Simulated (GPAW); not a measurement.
# AgB2 (P6/mmm): the B K absorption edge

What does one-electron theory with a core hole give for the B K edge of AgB2 (P6/mmm)?

Main program and level: GPAW 26.7.0; X-ray absorption from dipole matrix elements to empty bands, plane-wave PAW PBE.

## (1) The starting structure

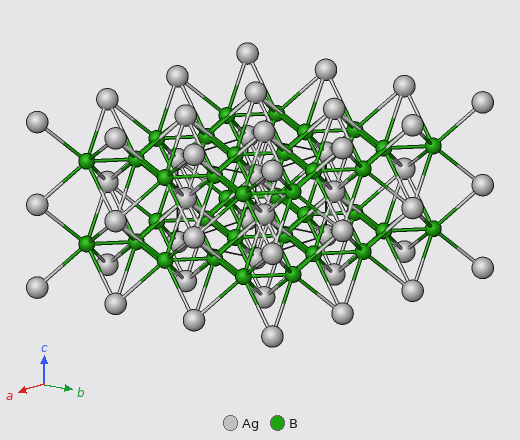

Start, viewed from a free direction; silver light grey, boron green. 3×3×2 cells are drawn. Some periodic images of atoms are drawn too.

As a file:

```
Ag B
1.0
     3.00000    0.00000    0.00000
    -1.50000    2.59808    0.00000
     0.00000    0.00000    3.24000
Ag B
1 2
Direct
  0.00000 0.00000 0.00000
  0.66667 0.33333 0.50000
  0.33333 0.66667 0.50000
```

## (2) The field without a hole

The ground state comes first: it tells whether the system has a gap, which decides how the excited electron is treated.

Input file scf.py:

```python
import numpy as np
from ase import Atoms
from ase.parallel import parprint, paropen
from gpaw import GPAW, PW, FermiDirac, Mixer, MixerDif, setup_paths
from gpaw.test import gen
setup_paths.insert(0, '.')
gen('B', name='nch1s', xcname='PBE', corehole=(1, 0, 0), write_xml=True)
from gpaw.mpi import world
world.barrier()

atoms = Atoms('AgB2',
    cell=[[3, 0, 0],
     [-1.5, 2.59807621, 0],
     [0, 0, 3.24]],
    scaled_positions=[[0, 0, 0],
     [0.66666667, 0.33333333, 0.5],
     [0.33333333, 0.66666667, 0.5]],
    pbc=True)
atoms.calc = calc = GPAW(legacy_gpaw=True, mode=PW(430), xc='PBE', setups={1: 'nch1s'},
    kpts={'size': (9, 9, 8), 'gamma': True}, occupations=FermiDirac(0.05),
    charge=0, mixer=Mixer(0.1, 5, 50), maxiter=150,
    convergence={'density': 0.0001}, txt='scf.txt')
energy = atoms.get_potential_energy() + calc.get_reference_energy()
ef = calc.get_fermi_level()
out = dict(energy=energy, fermi=ef, forces=atoms.get_forces().tolist())
parprint(f'all-electron energy {energy:.4f} eV, Fermi level {ef:.4f} eV')
ev = np.array([[calc.get_eigenvalues(k, s) for k in range(len(calc.get_ibz_k_points()))] for s in range(calc.get_number_of_spins())])
out['homo'], out['lumo'], out['counts'] = ev[ev < ef].max(), ev[ev > ef].min(), sorted(set((ev < ef).sum((0, 2)).tolist()))
out['filled'] = (ev[:, 0] < ef).sum(1).tolist()
import json
with paropen('out.json', 'w') as f:
    json.dump(out, f)
```

Started as:

```bash
> OMP_NUM_THREADS=1 mpirun -n 4 gpaw python scf.py
```

Numbers of over 12 decimals in the logs are rounded to 6 here.

What it wrote:

```text
Input parameters:
  convergence: {density: 0.0001}
  kpts: {gamma: True,
         size: (9, 9, 8)}
  maxiter: 150
  mixer: {backend: pulay,
          beta: 0.1,
          method: separate,
          nmaxold: 5,
          weight: 50}
  mode: {ecut: 430.0,
         name: pw}
  occupations: {fixmagmom: False,
                name: fermi-dirac,
                width: 0.05}
  setups: {1: nch1s}
  xc: PBE

Initialize ...

[... PAW data sets ...]

Reference energy: -145936.805552  # eV

Spin-paired calculation

[... convergence settings ...]
Symmetries present (total): 12
  [... symmetry matrices ...]

648 k-points: 9 x 9 x 8 Monkhorst-Pack grid + [0.000000,0.000000,1/16]
60 k-points in the irreducible part of the Brillouin zone
       k-points in crystal coordinates                weights
   0:     0.00000000    0.00000000    0.00000000          1/648
   1:     0.00000000    0.00000000    0.12500000          2/648
   2:     0.00000000    0.00000000    0.25000000          2/648
   3:     0.00000000    0.00000000    0.37500000          2/648
   4:     0.00000000    0.00000000    0.50000000          1/648
   5:     0.11111111    0.00000000    0.00000000          6/648
   6:     0.11111111    0.00000000    0.12500000         12/648
   7:     0.11111111    0.00000000    0.25000000         12/648
   8:     0.11111111    0.00000000    0.37500000         12/648
   9:     0.11111111    0.00000000    0.50000000          6/648
          ...
  59:     0.44444444    0.44444444    0.50000000          6/648

Wave functions: Plane wave expansion
  Cutoff energy: 430.000 eV
  Number of coefficients (min, max): 488, 527
  Pulay-stress correction: 0.000000 eV/Ang^3 (de/decut=0.000000)
  Using FFTW library
  Wavefunction extrapolation:
    Improved wavefunction reuse through dual PAW basis

Occupation numbers: Fermi-Dirac:
  width: 0.0500  # eV

Eigensolver
   Davidson(niter=2)

Densities:
  Coarse grid: 15*15*16 grid
  Fine grid: 30*30*32 grid
  Total Charge: 0.000000

Density mixing:
  Method: separate
  Backend: pulay
  Linear mixing parameter: 0.1
  old densities: 5
  Width of damping distribution: 1.1
  Damping of long wavelength oscillations: 50

[... Hamiltonian set-up ...]
Number of atoms: 3
Number of atomic orbitals: 20
Number of bands in calculation: 18
Number of valence electrons: 23
Bands to converge: occupied

... initialized

Initializing position-dependent things.

Density initialized from atomic densities
Creating initial wave functions:
  18 bands from LCAO basis set

         B  B

       Ag

Atomic positions and initial magnetic moments

Positions:
   0 Ag     0.000000    0.000000    0.000000    ( 0.0000,  0.0000,  0.0000)
   1 B      1.500000    0.866025    1.620000    ( 0.0000,  0.0000,  0.0000)
   2 B     -0.000000    1.732051    1.620000    ( 0.0000,  0.0000,  0.0000)

Unit cell:
           periodic     x           y           z      points  spacing
  1. axis:    yes    3.000000    0.000000    0.000000    15     0.1732
  2. axis:    yes   -1.500000    2.598076    0.000000    15     0.1732
  3. axis:    yes    0.000000    0.000000    3.240000    16     0.2025

  Lengths:   3.000000   3.000000   3.240000
  Angles:   90.000000  90.000000 120.000000

Effective grid spacing dv^(1/3) = 0.1914

iter:   1   -17.645513
iter:   2   -15.327195   -1.54  -1.05
iter:   3   -13.569957   -1.34  -1.16
iter:   4   -13.358517   -2.67  -1.41
iter:   5   -13.307108   -2.93  -1.73
iter:   6   -13.305314   -3.47  -2.11
iter:   7   -13.303134c  -4.12  -2.71
iter:   8   -13.303146c  -5.48  -3.09
iter:   9   -13.303150c  -5.34  -3.19
iter:  10   -13.303127c  -6.64  -3.92
iter:  11   -13.303127c  -8.10c -4.27c

Converged after 11 iterations.

Dipole moment: (0.000000, -0.000000, 0.000000) |e|*Ang

Energy contributions relative to reference atoms: (reference = -145936.805552)

Kinetic:        +40.822836
Potential:      -32.771019
External:        +0.000000
XC:             -21.461925
Entropy (-ST):   -0.014017
Local:           +0.113990
SIC:             +0.000000
--------------------------
Free energy:    -13.310136
Extrapolated:   -13.303127

Showing only first 2 kpts
 Kpt  Band  Eigenvalues  Occupancy
  0     9      8.75326    2.00000
  0    10     13.06787    0.00000
  0    11     13.06789    0.00000
  0    12     17.60909    0.00000

  1     9      8.28042    2.00000
  1    10     12.87503    0.00000
  1    11     12.87505    0.00000
  1    12     18.03199    0.00000

Fermi level: 11.98796

No gap
No difference between direct/indirect transitions

Forces in eV/Ang:
  0 Ag    0.00000    0.00000    0.00000
  1 B     0.00000    0.00000    0.00000
  2 B    -0.00000    0.00000    0.00000
Scalar-relativistic atomic PBE calculation for B (Boron, Z=5)
Core hole in 1s state (1s occupation: 2.0)
300 radial gridpoints.
|------------------------------------------------|
|------------------------------------------------|
[... the atom generator's iteration count ...]

Energy contributions:
-------------------------
Kinetic:      +24.518211
XC:            -3.799311
Potential:    -45.322190
-------------------------
Total:        -24.603290

state      eigenvalue         ekin         rmax
-----------------------------------------------
1s^2.0 :    -6.636470    10.846863        0.210
2s^2.0 :    -0.347030     1.046423        1.517
2p^1.0 :    -0.132526     0.731638        1.578
-----------------------------------------------
(units: Bohr and Hartree)

Generating PAW setup
Kinetic energy of the core from tauc = 21.700730
Cutoffs:
rc(s)=1.200
rc(p)=1.200
rc(d)=1.200
rc(vbar)=1.080
rc(comp)=1.200
rc(nct)=1.200

Kinetic energy of the core states: 21.693726
Charge: 0.0
Core electrons: 2.0
Valence electrons: 3.0
Pseudo-core charge: 0.111564
Shape function alpha=6.944
Pseudo-electron charge 3.104757
state    eigenvalue         norm
--------------------------------
2s(2) :    -0.347030     1.005232
*s    :     0.652970
2p(1) :    -0.132526     0.982729
*p    :     0.867474
*d    :     0.000000
--------------------------------

Diagonalizing with gridspacing h=0.050

state   all-electron     PAW
-------------------------------
2s:      -0.347030    -0.347449
2p:      -0.132526    -0.132867
*d:                    0.040435
*f:                    0.071313
-------------------------------
all-electron energy -145950.1087 eV, Fermi level 11.9880 eV
```

The job ended after 4.3 s (4 MPI ranks of Arm Neoverse V2, shared host; peak memory 0.17 GiB).

The mesh shows no gap, so the system is treated as a metal and the core electron is put at the Fermi level (neutral cell).

## (3) Spectrum without a core hole, B atom 2

Without a hole the spectrum is the empty density of states of the right symmetry on the absorber, weighted by matrix elements. It needs only the small cell and serves as the baseline. The data set with a hole of occupation 0 only carries the core orbital.

The absorber has 3 B at 1.73 Å (trigonal planar, site symmetry -6m2).

Input file xas.py:

```python
import numpy as np
from ase import Atoms
from ase.parallel import parprint, paropen
from gpaw import GPAW, PW, FermiDirac, Mixer, MixerDif, setup_paths
from gpaw.test import gen
setup_paths.insert(0, '.')
gen('B', name='nch1s', xcname='PBE', corehole=(1, 0, 0), write_xml=True)
from gpaw.mpi import world
world.barrier()

atoms = Atoms('AgB2',
    cell=[[3, 0, 0],
     [-1.5, 2.59807621, 0],
     [0, 0, 3.24]],
    scaled_positions=[[0, 0, 0],
     [0.66666667, 0.33333333, 0.5],
     [0.33333333, 0.66666667, 0.5]],
    pbc=True)
atoms.calc = calc = GPAW(legacy_gpaw=True, mode=PW(430), xc='PBE', setups={1: 'nch1s'},
    kpts={'size': (13, 13, 10), 'gamma': True}, occupations=FermiDirac(0.1),
    charge=0, mixer=Mixer(0.1, 5, 50), maxiter=150,
    convergence={'density': 0.0001}, txt='scf.txt')
energy = atoms.get_potential_energy() + calc.get_reference_energy()
ef = calc.get_fermi_level()
out = dict(energy=energy, fermi=ef, forces=atoms.get_forces().tolist())
parprint(f'all-electron energy {energy:.4f} eV, Fermi level {ef:.4f} eV')
ev = np.array([[calc.get_eigenvalues(k, s) for k in range(len(calc.get_ibz_k_points()))] for s in range(calc.get_number_of_spins())])
out['homo'], out['lumo'], out['counts'] = ev[ev < ef].max(), ev[ev > ef].min(), sorted(set((ev < ef).sum((0, 2)).tolist()))
out['filled'] = (ev[:, 0] < ef).sum(1).tolist()

from ase.units import Ha
from gpaw.xas import dipole_matrix_elements
nb = int(calc.get_number_of_electrons() / 2) + 18
top = nb
nscf = calc.fixed_density(kpts={'size': (12, 12, 9), 'gamma': True},
    convergence={'eigenstates': 1.0}, txt='nscf.txt')
nscf.diagonalize_full_hamiltonian(nbands=nb)
cell = atoms.cell.array
ops = [cell.T @ U.T @ np.linalg.inv(cell.T) for U in nscf.wfs.kd.symmetry.op_scc]
E = np.arange(-25, 34, 0.1)
fwhm = np.interp(E, [4, 25], [0.9, 3.5])
Y, X, zero, highest = 0, 0, 1e9, 1e9
for spin in range(nscf.get_number_of_spins()):
    wfs = nscf.wfs
    A = dipole_matrix_elements(wfs.setups[1])
    eps = np.zeros((wfs.kd.nibzkpts, nb))
    d = np.zeros((3, A.shape[1], wfs.kd.nibzkpts, nb), complex)
    for kpt in wfs.kpt_u:
        if kpt.s == spin and 1 in kpt.P_ani:
            eps[kpt.k] = kpt.eps_n * Ha
            d[:, :, kpt.k] = (kpt.weight * wfs.nspins / 2) ** 0.5 * np.inner(A, kpt.P_ani[1])
    world.sum(eps)
    world.sum(d)
    T = np.einsum('amkn,bmkn->abkn', d, d.conj()).real
    T = sum(np.einsum('ai,ijkn,bj->abkn', R, T, R) for R in ops) / len(ops)
    empty = eps > ef
    zero, highest = min(zero, eps[empty].min()), min(highest, eps[:, top - 1].min())
    lines = [(eps, T, empty)] if spin == 0 else lines + [(eps, T, empty)]
for eps, T, empty in lines:
    f = np.einsum('aakn->akn', T).reshape(3, -1)
    x = eps.ravel() - zero
    w = np.interp(x, E, fwhm) / 2.35482
    g = np.exp(-0.5 * ((E[:, None] - x) / w) ** 2) / (w * (2 * np.pi) ** 0.5)
    Y = Y + (f * empty.ravel()) @ g.T
    X = X + (f * ~empty.ravel()) @ g.T
out.update(E=E.round(2).tolist(), xas=Y.tolist(), xes=X.tolist(), zero=zero, valid=highest - zero, nk=len(eps), nb=nb)
for i in range(0, len(E), 10):
    parprint(f'{E[i]:7.2f}', *(f'{v:10.3e}' for v in Y[:, i]))
import json
with paropen('out.json', 'w') as f:
    json.dump(out, f)
```

Started as:

```bash
> OMP_NUM_THREADS=1 mpirun -n 4 gpaw python xas.py
```

What it wrote:

```text
Input parameters:
  convergence: {density: 0.0001}
  kpts: {gamma: True,
         size: (13, 13, 10)}
  maxiter: 150
  mixer: {backend: pulay,
          beta: 0.1,
          method: separate,
          nmaxold: 5,
          weight: 50}
  mode: {ecut: 430.0,
         name: pw}
  occupations: {fixmagmom: False,
                name: fermi-dirac,
                width: 0.1}
  setups: {1: nch1s}
  xc: PBE

Initialize ...

[...]
*p    :     0.867474
*d    :     0.000000
--------------------------------

Diagonalizing with gridspacing h=0.050

state   all-electron     PAW
-------------------------------
2s:      -0.347030    -0.347449
2p:      -0.132526    -0.132867
*d:                    0.040435
*f:                    0.071313
-------------------------------
all-electron energy -145950.1143 eV, Fermi level 12.0577 eV
[...]
32.00  4.257e-04  4.257e-04  4.093e-04
  33.00  4.101e-04  4.101e-04  4.523e-04
[key lines of the parts left out:]
Converged after 11 iterations.
Dipole moment: (0.000000, -0.000000, 0.000000) |e|*Ang
Free energy:    -13.329211
Fermi level: 12.05767
```

Wall time 15 s (4 MPI ranks); peak memory 0.21 GiB; 60 s of CPU time.

The B K spectrum, B atom 2, no core hole (energy from the lowest empty level; intensity scaled to a mean of 1 over the first 20 eV; polarised curves are means over the symmetry-equivalent atoms):

```csv
E (eV),isotropic,ε ⊥ c,ε ∥ c
-2.0,0.00,0.00,0.00
-0.5,0.08,0.11,0.04
1.0,0.38,0.14,0.84
2.5,0.40,0.02,1.16
4.0,0.52,0.03,1.52
5.5,0.64,0.18,1.55
7.0,1.13,0.93,1.52
8.5,0.94,1.01,0.81
10.0,1.31,1.34,1.24
11.5,1.01,1.04,0.95
13.0,1.11,1.12,1.10
14.5,1.33,1.28,1.45
16.0,1.38,1.51,1.13
17.5,1.51,2.04,0.43
19.0,1.39,1.97,0.23
20.5,0.68,0.86,0.32
22.0,0.41,0.33,0.57
23.5,0.42,0.26,0.75
25.0,0.50,0.36,0.79
26.5,0.58,0.49,0.75
28.0,0.65,0.63,0.71
29.5,0.71,0.73,0.68
```

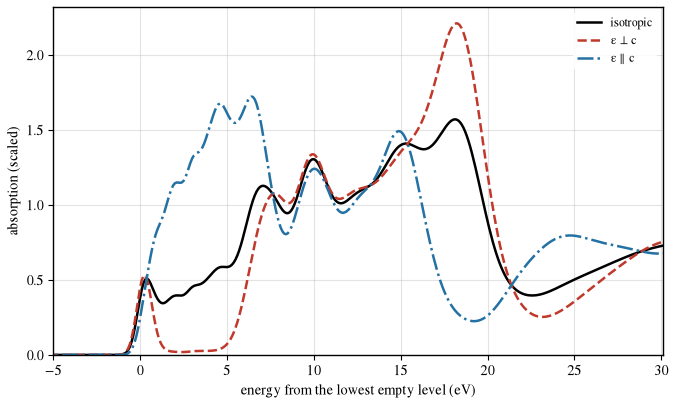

The B K edge, B atom 2, no core hole: main maxima at 10.0, 15.3 and 18.1 eV.

Main maxima below 24 eV (height): 0.4 eV (0.51), 7.1 eV (1.13), 10.0 eV (1.31), 15.3 eV (1.41) and 18.1 eV (1.57). A K edge sees empty p states on the absorber.

The same matrix elements for filled bands give the B K emission of B atom 2 (ground-state approximation; energy from the lowest empty level, largest value 1):

```csv
E (eV),emission
-24.0,0.00
-22.5,0.00
-21.0,0.00
-19.5,0.00
-18.0,0.00
-16.5,0.00
-15.0,0.00
-13.5,0.01
-12.0,0.05
-10.5,0.10
-9.0,0.23
-7.5,0.50
-6.0,0.38
-4.5,0.18
-3.0,0.52
-1.5,0.63
0.0,0.71
1.5,0.00
3.0,0.00
```

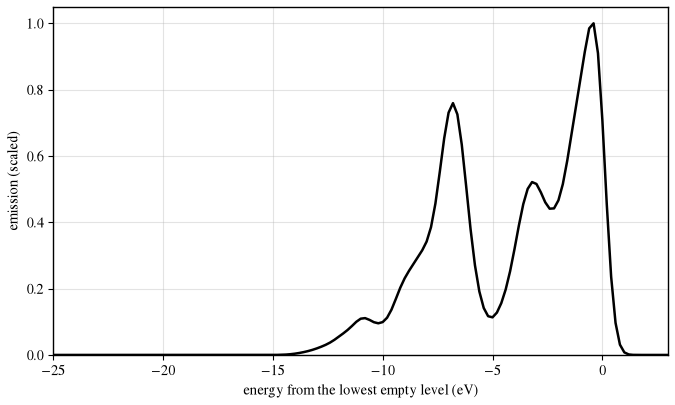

X-ray emission from the filled bands.

Emission maxima: -6.8 eV (0.76), -3.2 eV (0.52) and -0.4 eV (1.00).

## (4) Reference energy of the supercell

The photon energy needs a difference of total energies, so the cell and mesh of the coming hole run are first run without a hole.

Edit scf.py of step 2 so:

```diff
@@ -10,12 +10,36 @@
 
-atoms = Atoms('AgB2',
-    cell=[[3, 0, 0],
-     [-1.5, 2.59807621, 0],
-     [0, 0, 3.24]],
+atoms = Atoms('Ag9B18',
+    cell=[[-4.5, 2.59807621, -3.24],
+     [-4.5, -2.59807621, 3.24],
+     [0, 5.19615242, 3.24]],
     scaled_positions=[[0, 0, 0],
-     [0.66666667, 0.33333333, 0.5],
-     [0.33333333, 0.66666667, 0.5]],
+     [0.33333333, 0.33333333, 0],
+     [0.33333333, 0, 0.33333333],
+     [0.66666667, 0.66666667, 0],
+     [0, 0.66666667, 0.33333333],
+     [0.66666667, 0.33333333, 0.33333333],
+     [0, 0.33333333, 0.66666667],
+     [0.66666667, 0, 0.66666667],
+     [0.33333333, 0.66666667, 0.66666667],
+     [0.72222222, 0.94444444, 0.27777778],
+     [0.05555556, 0.27777778, 0.27777778],
+     [0.05555556, 0.94444444, 0.61111111],
+     [0.38888889, 0.61111111, 0.27777778],
+     [0.72222222, 0.61111111, 0.61111111],
+     [0.38888889, 0.27777778, 0.61111111],
+     [0.72222222, 0.27777778, 0.94444444],
+     [0.38888889, 0.94444444, 0.94444444],
+     [0.05555556, 0.61111111, 0.94444444],
+     [0.94444444, 0.05555556, 0.38888889],
+     [0.27777778, 0.38888889, 0.38888889],
+     [0.27777778, 0.05555556, 0.72222222],
+     [0.61111111, 0.72222222, 0.38888889],
+     [0.94444444, 0.72222222, 0.72222222],
+     [0.61111111, 0.38888889, 0.72222222],
+     [0.94444444, 0.38888889, 0.05555556],
+     [0.61111111, 0.05555556, 0.05555556],
+     [0.27777778, 0.72222222, 0.05555556]],
     pbc=True)
-atoms.calc = calc = GPAW(legacy_gpaw=True, mode=PW(430), xc='PBE', setups={1: 'nch1s'},
-    kpts={'size': (9, 9, 8), 'gamma': True}, occupations=FermiDirac(0.05),
+atoms.calc = calc = GPAW(legacy_gpaw=True, mode=PW(430), xc='PBE', setups={9: 'nch1s'},
+    kpts={'size': (4, 4, 4), 'gamma': True}, occupations=FermiDirac(0.1),
     charge=0, mixer=Mixer(0.1, 5, 50), maxiter=150,
```

Started as:

```bash
> OMP_NUM_THREADS=1 mpirun -n 4 gpaw python scf.py
```

What it wrote:

```text
Input parameters:
  convergence: {density: 0.0001}
  kpts: {gamma: True,
         size: (4, 4, 4)}
  maxiter: 150
  mixer: {backend: pulay,
          beta: 0.1,
          method: separate,
          nmaxold: 5,
          weight: 50}
  mode: {ecut: 430.0,
         name: pw}
  occupations: {fixmagmom: False,
                name: fermi-dirac,
                width: 0.1}
  setups: {9: nch1s}
  xc: PBE

Initialize ...

[...]
2s(2) :    -0.347030     1.005232
*s    :     0.652970
2p(1) :    -0.132526     0.982729
*p    :     0.867474
*d    :     0.000000
--------------------------------

Diagonalizing with gridspacing h=0.050

state   all-electron     PAW
-------------------------------
2s:      -0.347030    -0.347449
2p:      -0.132526    -0.132867
*d:                    0.040435
*f:                    0.071313
-------------------------------
all-electron energy -1313551.0110 eV, Fermi level 12.0411 eV
[key lines of the parts left out:]
Converged after 12 iterations.
Dipole moment: (-0.000004, -0.000003, -0.000012) |e|*Ang
Free energy:   -119.939251
Fermi level: 12.04108
```

It took 2.6 min on 4 MPI ranks; peak memory 0.5 GiB; 10 min of CPU time.

Reference energy: -1313551.011 eV with the cores included.

(Continued in part 2 of 2.)

[Banner, clock and machine lines of the logs are left out without a mark of their own.]

[Logs are printed without paths, hosts, clocks, repeated set-up lines and the standing remarks that a program may print on its own settings, such as how far it seeks lower states.]

[Hosts, paths, dates, database ids (printed as entryN), source tags and the programs' standing remarks are cut or masked in the printed files.]

[Lists of maxima count a maximum above −3 eV only where it reaches 4 % of the highest in the window and stands out from its surroundings by 2 % of it (1.5 % where it reaches 55 %); shoulders and weaker maxima are passed over, and of the rest the first, up to two pre-edge ones and the few strongest are named.]
